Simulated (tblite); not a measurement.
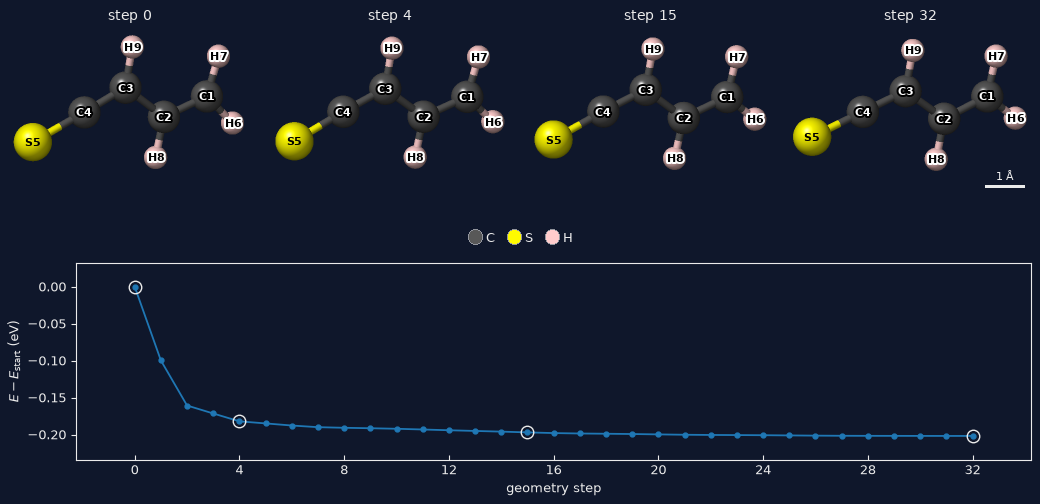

Frames of a relaxation of C4H4S, marked on the history of the run. A ball-and-stick model, seen at a tilt.

Level of theory: GFN2-xTB geometry optimisation, gas phase in tblite. 

What happens along the run?

The energy falls by 0.202 eV in 32 geometry steps. The atom that moves furthest after the best rigid fit is H6 (0.15 Å). By element the largest moves are H 0.15 Å, S 0.14 Å, C 0.09 Å. Some distances before and after: C4–S5 1.625 → 1.555 Å, C1–H6 1.109 → 1.075 Å, C2–C3 1.470 → 1.446 Å, C1–C2 1.310 → 1.330 Å. Among the angles between lasting bonds that change: C2–C3–C4 117.7° → 124.8°, C2–C1–H6 116.0° → 121.4°, C4–C3–H9 123.0° → 118.2°. The run took 0.07 s on 1 thread of Intel(R) Xeon(R) 6975P-C, on a shared host. From step 0 to 4: S5 moves most (0.05 Å), energy −0.182 eV. From step 4 to 15: H6 moves most (0.08 Å), energy −0.015 eV. From step 15 to 32: S5 moves most (0.09 Å), energy −0.005 eV.

```csv
step,"E − E(0), eV"
0,0.0000
1,-0.0998
2,-0.1608
3,-0.1716
4,-0.1822
5,-0.1850
6,-0.1878
7,-0.1901
8,-0.1909
9,-0.1915
10,-0.1922
11,-0.1932
12,-0.1942
13,-0.1952
15,-0.1971
16,-0.1981
17,-0.1986
18,-0.1990
19,-0.1993
20,-0.1998
22,-0.2006
23,-0.2008
24,-0.2009
25,-0.2012
26,-0.2015
27,-0.2017
29,-0.2018
30,-0.2019
31,-0.2019
32,-0.2019
```
